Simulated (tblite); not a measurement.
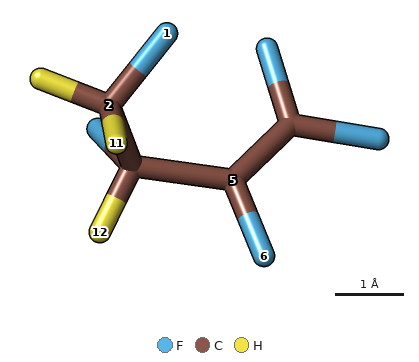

Figure 1. The input geometry (stick view, seen at a tilt; atoms are numbered from 1 in the order of the input). Bond lengths as drawn: C–C 1.33 to 1.54 Å, C–F 1.31 to 1.37 Å and C–H 1.09 to 1.10 Å.

**Nudged elastic band, with input and output: C4H3F5**

The run: nudged elastic band of C4H3F5. Method and program: GFN2-xTB climbing-image nudged elastic band, gas phase (tblite 0.8.0).

Input:
```
{"job": {"kind": "neb", "xc": "GFN2-xTB", "basis": "xTB", "atoms": [0, 1, 2, 4], "turn": 120}, "charge": 0, "multiplicity": 1}
F     -0.835153     0.975368    -1.397158
C     -1.465525     0.109652    -0.551123
C     -0.446697    -0.719253     0.245188
F      0.021858    -1.748149    -0.531119
C      0.700734     0.119055     0.741609
F      0.545959     0.578190     1.997362
C      1.787017     0.452551     0.051282
F      2.034041     0.058881    -1.177936
F      2.772304     1.194480     0.520549
H     -2.086345    -0.553939    -1.160234
H     -2.078015     0.710402     0.127797
H     -0.948981    -1.177924     1.107755
```

The first line tells a small driver script what to run in tblite; the rest is the geometry in Å.

Run on 1 CPU thread, shared host.

Launched with:
```bash
OMP_NUM_THREADS=1 python <driver script> task.json out
```

What the program printed:
```
image   E - E0 / eV
  0       0.0000
  1       0.0287
  2       0.1069
  3       0.1933
  4       0.2319
  5       0.1932
  6       0.1076
  7       0.0338
  8       0.0082
```

Summary:

- outcome: converged
- forward barrier: 0.232 eV
- wall time: 11 s
- peak memory: 0.18 GiB
